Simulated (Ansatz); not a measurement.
Band structure of LaSi2Ru3 (P6/mmm, 6 atoms in the cell).

```yaml
crystal:
  lattice:
    - [5.74998, 0.00000, 0.00000]
    - [-2.87499, 4.97963, 0.00000]
    - [0.00000, 0.00000, 3.46258]
  atoms:
    - { symbol: La, position: [0.00000, 0.00000, 0.00000] }
    - { symbol: Si, position: [0.33333, 0.66667, 0.00000] }
    - { symbol: Si, position: [0.66667, 0.33333, 0.00000] }
    - { symbol: Ru, position: [0.00000, 0.50000, 0.50000] }
    - { symbol: Ru, position: [0.50000, 0.00000, 0.50000] }
    - { symbol: Ru, position: [0.50000, 0.50000, 0.50000] }
```

Method: PBEsol, PAW files made with PBE (plane waves; Ansatz, a quantum-chemistry and plane-wave program).

Settings: kpoints.mp_grid.grid = 5 5 7; hamiltonian.xc = pbesol; hamiltonian.pseudopotentials = {kind: paw} (an earlier, softer set of the program's PAW files); scf.occupations.method = gaussian; scf.occupations.width = 0.1 eV; kpoints.band_path.npoints = 8.

The starting cell comes from a database of computed structures (which also holds hypothetical and non-ambient phases and stackings), without a prior relaxation at this level. Its lattice was rescaled by a random factor within 2.5 % of one. Spin polarisation is off.

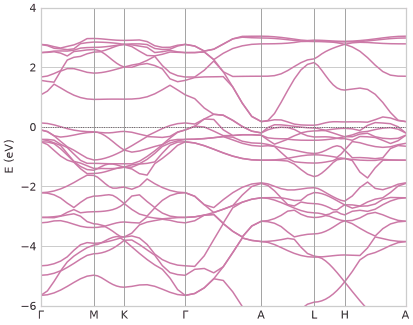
*Bands along the path, energies from the Fermi level.*

Levels in eV from the Fermi level, bands 31 to 38:
```tsv
point	31	32	33	34	35	36	37	38
Γ	-0.42	-0.11	-0.11	0.13	1.07	1.56	1.67	2.49
M	-1.23	-1.11	-0.18	-0.17	0.92	1.80	2.50	2.59
K	-1.24	-0.78	-0.78	-0.15	0.93	2.01	2.01	2.76
A	-0.56	-0.28	-0.28	-0.21	-0.21	0.17	0.17	1.70
L	-0.90	-0.45	-0.34	-0.14	-0.04	0.05	2.16	2.28
H	-0.78	-0.40	-0.33	-0.33	-0.05	0.16	1.23	2.77
```

Bands cross the Fermi level along this path, so the cell is metallic at this level.

Keys are those of Ansatz 0.2.
